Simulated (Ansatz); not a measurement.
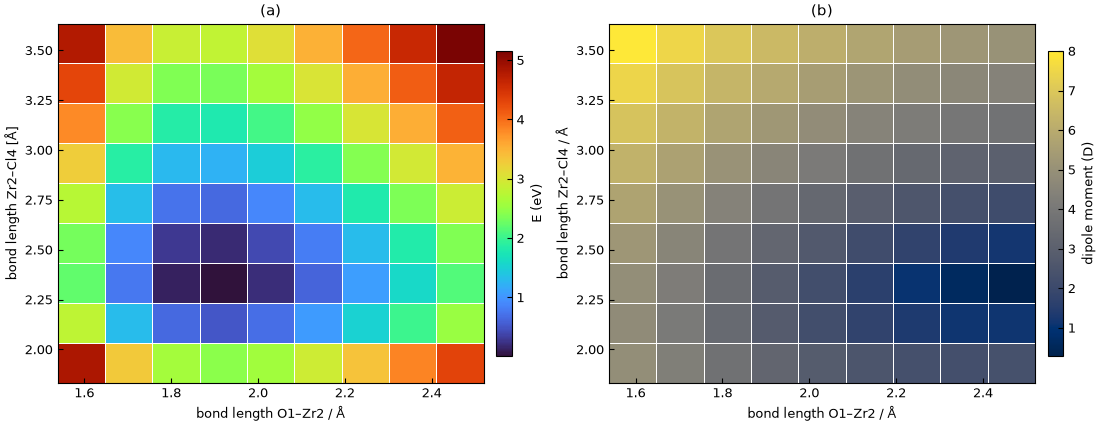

ClFHIOZr, SMILES [OH][Zr]([F])([Cl])[I]. The first coordinate is: bond length O1–Zr2; the second: bond length Zr2–Cl4. Nothing is relaxed (all other coordinates rigid). The scan uses a 9 × 9 grid. All energies are given in eV relative to the relaxed molecule at the same level. The reference is spin-restricted, which grows unreliable where a bond is stretched far. The calculation used Ansatz 0.2.0, RKS PBE-D4/def2-SVP.

Panel (a) is the energy and panel (b) the computed dipole moment on the same grid.

The picture shows one coloured cell a grid point.

Question: How does the dipole moment vary over the map, and what is it at the lowest grid point?

Answer: Leaving out the highest fifth of the energies, it runs from 0.3 D at bond length O1–Zr2 = 2.465 Å, bond length Zr2–Cl4 = 2.333 Å to 7.5 D at bond length O1–Zr2 = 1.702 Å, bond length Zr2–Cl4 = 3.534 Å. At the lowest grid point, bond length O1–Zr2 = 1.920 Å, bond length Zr2–Cl4 = 2.333 Å, it is 2.8 D.
